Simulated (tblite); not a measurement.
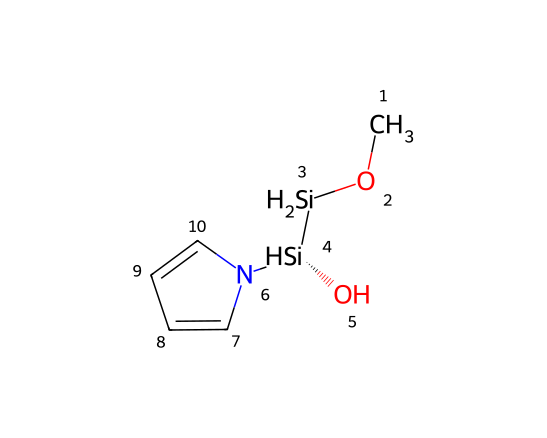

Skeletal drawing with numbered atoms; wedges and dashes mark any stereocentres. The configuration is that of a computed structure (GFN2-xTB).

Question: Give the R/S and E/Z labels.

Answer: Si4: S.
